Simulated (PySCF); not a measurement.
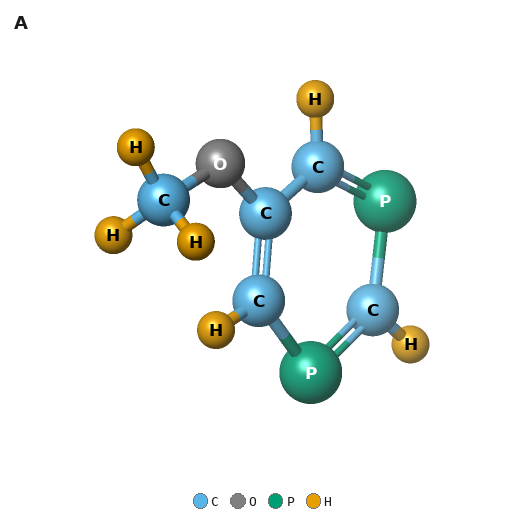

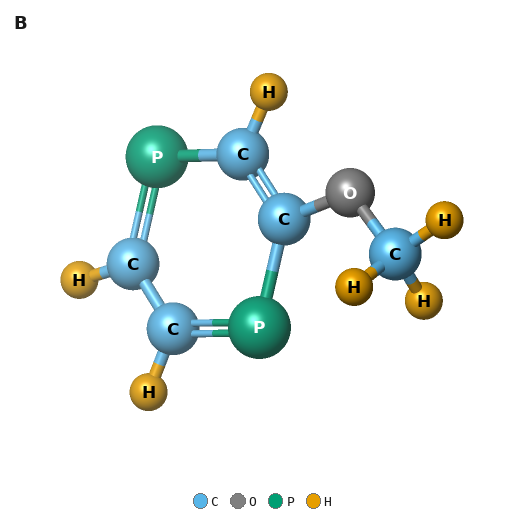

2 stationary structures of one formula. Geometries: GFN2-xTB. Electronic energies: CAM-B3LYP/def2-SVPD (PySCF 2.14.0), without zero-point energy. No frequency run is at hand to confirm each as a minimum. Each is one conformer, not always the lowest.

How are they related?

They are constitutional isomers of C5H6OP2: A `COc1cpcpc1`, B `COc1cpccp1`.

Which is lowest in energy, and by how much?

A is lowest; B lies 0.181 eV above it.

The geometry is semi-empirical. Around P such bond lengths and angles can be off by a tenth of an ångström or more and by several degrees, and values that hang on the shape move with them.
